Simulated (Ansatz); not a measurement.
The starting structures come from a database of crystals and need not be the phases stable at ambient conditions.

 Where the default PAW files enter, the runs use the earlier of Ansatz's two default sets.

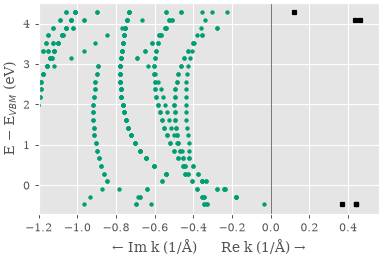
Figure: Complex bands at the centre of the two-dimensional zone; PBEsol in Ansatz (a program for electronic structure)

The gap is the functional's own. No spin-orbit coupling. Mid-gap values are interpolated on the energy grid.

Task: This is LaNbO4 (I4_1/a, not sure to be the ambient phase, 12 atoms a cell, 14.2 Å³ an atom, -6 GPa at this level) along the normal of (001). Read off the slowest decay at the centre of the two-dimensional zone at 2.00 eV, the computed energy nearest the middle of the gap.

Result: κ ≈ 0.44 1/Å, a decay length 1/(2κ) of the density of 1.1 Å.
